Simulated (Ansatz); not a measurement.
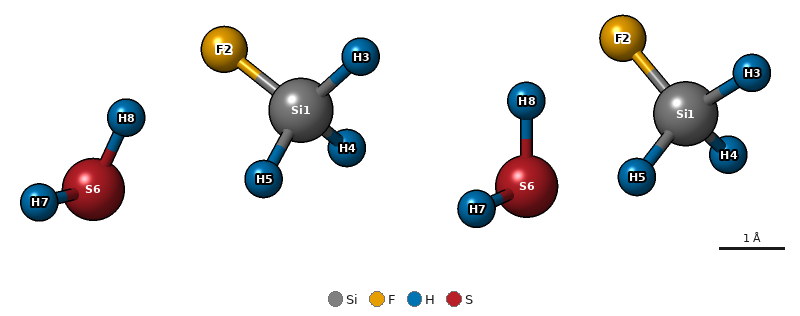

Two geometries of SiH5SF, drawn at one scale. One is the start of a relaxation, the other its converged end. A ball-and-stick model, seen at a tilt.

Theory: RKS PBE0/6-31G* in Ansatz. Set-up: no spin polarisation; force threshold 0.03 eV/Å; at most 50 steps.

Which of the two is the end point?

Answer. The left one is the relaxed one. The run prepares an end point of a later path (reaction) calculation, from a guessed geometry. H7 moves most after the best rigid fit: 0.65 Å. Largest moves by element: H 0.65 Å, S 0.59 Å, Si 0.28 Å, F 0.19 Å. Among the contacts that change: S6–H8 1.375 → 1.346 Å, Si1–F2 1.607 → 1.619 Å. After 12 accepted moves (13 points after the start) the energy has fallen by 0.081 eV. Largest force component: 0.63 eV/Å at the start, 0.028 eV/Å at the end. The line search rejected the trial step at point 2 of the run. The forces were under the threshold at step 4, but the run went on from there. Cost: 52 s on 1 thread of AMD EPYC 7R43 64-Core Processor (Zen 3), on a shared host, peak memory 0.14 GiB.
